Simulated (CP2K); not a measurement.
Consider naphthalene at its PBE geometry (Å).

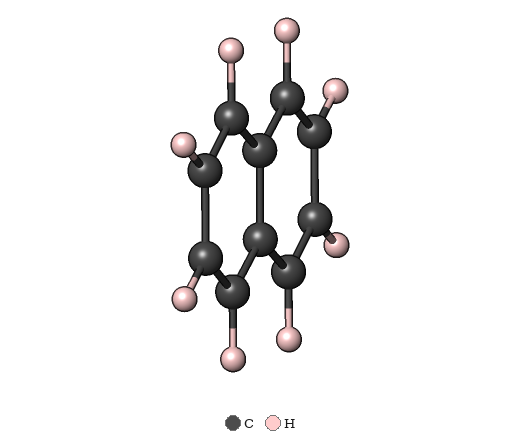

The molecule (carbon dark grey, hydrogen pink).

```xyz
18

C     2.2795    1.1149   -0.0470
C     2.5214   -0.2783    0.0437
C     1.4669   -1.1677    0.0890
C     0.1228   -0.7068    0.0459
C    -0.9860   -1.5943    0.0907
C    -2.2795   -1.1149    0.0470
C    -2.5214    0.2783   -0.0437
C    -1.4669    1.1677   -0.0889
C    -0.1228    0.7068   -0.0460
C     0.9860    1.5943   -0.0907
H     3.1199    1.8081   -0.0816
H     3.5474   -0.6450    0.0774
H     1.6528   -2.2406    0.1586
H    -0.7964   -2.6668    0.1601
H    -3.1199   -1.8081    0.0816
H    -3.5474    0.6450   -0.0774
H    -1.6528    2.2406   -0.1587
H     0.7964    2.6668   -0.1601
```

Method: CP2K XAS_TDP, all-electron GAPW, PBEh(45%), aug-cc-pVDZ, TDA, no relativity.

Q: Where do the C K-edge lines lie, and how strong are they?

Leading lines: C1 281.28 eV, C3 281.00 eV and C4 281.85 eV. The leading line of an atom is its first one with 35 % of the strongest within 2.5 eV of its lowest line over the strength cut. 

The first six lines of each atom with a strength over 0.0015:

| atom | energy (eV) | states | strength, one atom |
| --- | --- | --- | --- |
| C1 (bonded to 2 C and H), 4 alike | 281.28 | 1 | 0.0482 |
|  | 283.11 | 1 | 0.0035 |
|  | 284.23 | 1 | 0.0110 |
|  | 285.36 | 1 | 0.0020 |
|  | 286.03 | 1 | 0.0038 |
|  | 286.67 | 1 | 0.0045 |
| C3 (bonded to 2 C and H), 4 alike | 281.00 | 1 | 0.0484 |
|  | 284.29 | 1 | 0.0120 |
|  | 284.44 | 1 | 0.0027 |
|  | 285.91 | 1 | 0.0021 |
|  | 285.95 | 1 | 0.0058 |
|  | 286.86 | 1 | 0.0024 |
| C4 (bonded to 3 C), 2 alike | 281.85 | 1 | 0.0530 |
|  | 284.02 | 1 | 0.0021 |
|  | 286.66 | 1 | 0.0023 |
|  | 287.54 | 2 | 0.0031 |
|  | 288.19 | 1 | 0.0025 |
|  | 288.21 | 1 | 0.0104 |

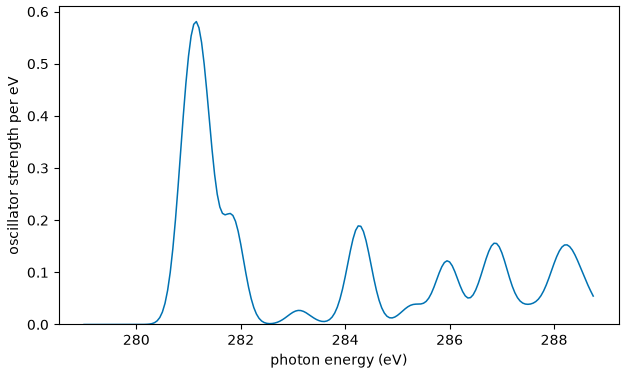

All atoms added, broadened by 0.5 eV.

Lines are vertical, at one geometry, with no vibrational structure. Without a correction of the core level, line positions, and the gaps between valence and Rydberg lines, follow the share of exact exchange. At this level such K lines come out 3 to 6 eV under measured ones. These values hold no scalar relativity, about 0.1 eV for C 1s. Rydberg lines, and the discretised continuum above threshold, depend on the basis and the box.

[Banner, clock and machine lines of the logs are left out without a mark of their own.]

[Logs are printed without paths, hosts, clocks, repeated set-up lines and the standing remarks that a program may print on its own settings, such as how far it seeks lower states.]

[Hosts, paths, dates, database ids (printed as entryN), source tags and the programs' standing remarks are cut or masked in the printed files.]
